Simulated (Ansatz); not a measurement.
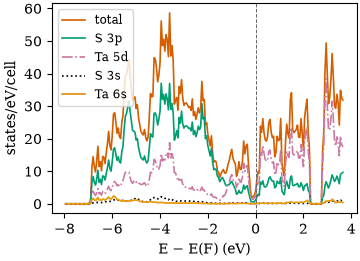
Total and projected density of states of TaS2 in space group P-3 (No. 147; Pearson symbol hP39), plane-wave PAW PBEsol (Ansatz code)

### Question
Which orbitals carry the states next to the Fermi level?

### Answer
Within 0.5 eV of the Fermi level: Ta 5d 67 %, S 3p 28 %. Projections are on Löwdin-orthogonalised atomic valence shells; empty p or d shells of many metals are not among them.

### Question
Where is the tallest occupied peak in this window, and what makes it?

### Answer
Near -3.6 eV, about 59 states/eV per cell; the largest projected share is S 3p.

The start of the workflow was typed in or built on a structure type; neither database checked (COD, Materials Project) lists it. COD files the formula under space group No. 42, 164, 166, 194. Its standing as an ambient phase is unchecked. Symmetry was held in the PBEsol relaxation; whether a distortion lowers the energy is not shown. The workflow began spin-polarised and lost its moments. A crystal of weakly bound layers computed without a dispersion correction: the cell and the soft elastic constants depend strongly on that. Spin–orbit coupling is left out wherever it is not named.

Potentials: the later of the program's two PAW sets.
